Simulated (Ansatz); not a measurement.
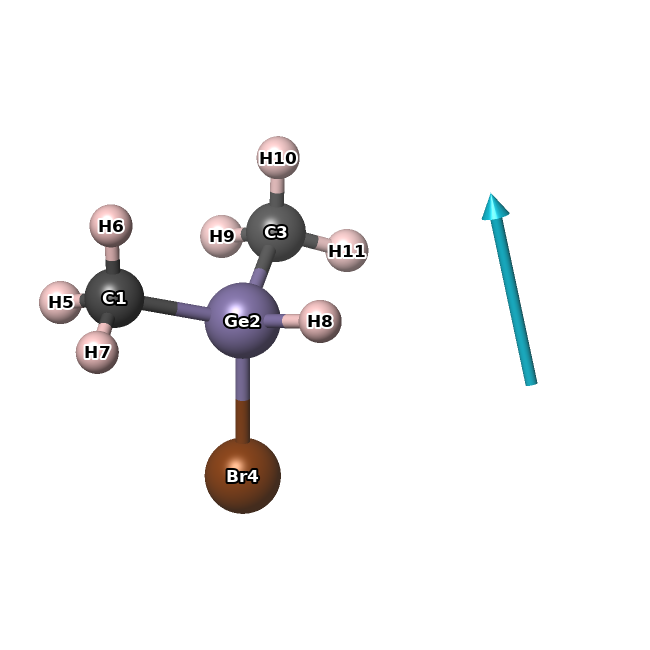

The arrow beside the molecule shows the direction of the dipole moment, from the negative to the positive end (its length means nothing). The geometry was computed by an optimisation with PBE-D4/def2-SVP. No frequency run is at hand to confirm it as a minimum. Properties computed with RKS PBE-D4/def2-SVP (Ansatz 0.2.0).

**How large is the dipole moment?**

2.63 D; it points from the side of Br4 to the side of H6, H10 (the outermost atoms at the two ends).
